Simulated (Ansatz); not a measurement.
Start from Cs$_{2}$AgBiBr$_{6}$ (space group Fm-3m, No. 225; a = 11.3439 Å). Axes: x, y, z lie along the cube axes.

It is then changed as follows: uniaxial strain ε_yy = −0.57 %, all other strain components held at zero, atoms relaxed at fixed cell.

Calculations: Ansatz (an electronic-structure program), r2SCAN, PAW, cutoff 500 eV, spin-orbit coupling left out, earlier PAW set.

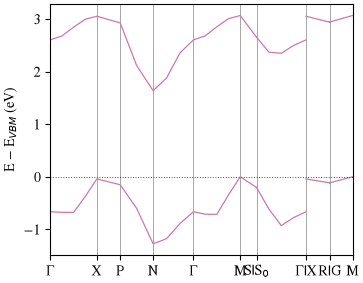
Figure: Highest valence and lowest conduction band along the path of the changed cell's own zone

### Question
Read the changed gap and its character from the plot.

### Answer
About 1.6 eV, indirect, M → N.

Spin-orbit coupling, missing from the scalar runs, can matter with Bi. No phonon test of stability was made. Labels are those of the standard path for the cell's own space group.
